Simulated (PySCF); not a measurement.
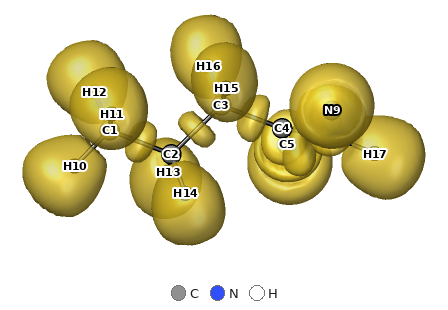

C7H8N2 (SMILES CCC/C(C#N)=C\C#N). Isosurface of the electron localisation function at 0.8 (yellow), seen from one side. Core shells and regions of very low density are left out.

Geometry: PBE0-D3(BJ)/def2-SVP.

Level of theory: PySCF, wB97X-D/def2-SVPD, SCF density, gas phase.

```csv
atom,x (Å),y (Å),z (Å)
C,2.4794,-0.6155,-0.3076
C,1.4077,0.2613,0.3181
C,0.0812,0.1869,-0.4419
C,-0.9783,1.0676,0.1516
C,-0.7537,2.4820,0.0846
N,-0.5364,3.6185,0.0088
C,-2.1030,0.6272,0.7610
C,-2.4090,-0.7568,0.8873
N,-2.6680,-1.8822,0.9997
H,3.4231,-0.5475,0.2528
H,2.1746,-1.6737,-0.3207
H,2.6857,-0.3151,-1.3470
H,1.7506,1.3092,0.3529
H,1.2337,-0.0409,1.3642
H,-0.2884,-0.8497,-0.4605
H,0.2423,0.4939,-1.4898
H,-2.8233,1.3325,1.1838
```

**What do the ELF domains correspond to?**

The surface consists of six regions between bonded C–C atoms (shared pairs), two regions between bonded C–N atoms (shared pairs), eight regions around hydrogen nuclei and two lobes on N, pointing away from the bonds (lone pairs).

Values along the shortest contacts:
C–N (1.16 Å): the ELF peaks at about 0.90 between the atoms; a multiple bond. C–C (1.35 Å): the ELF peaks at about 0.95 between the atoms: a covalent bond.
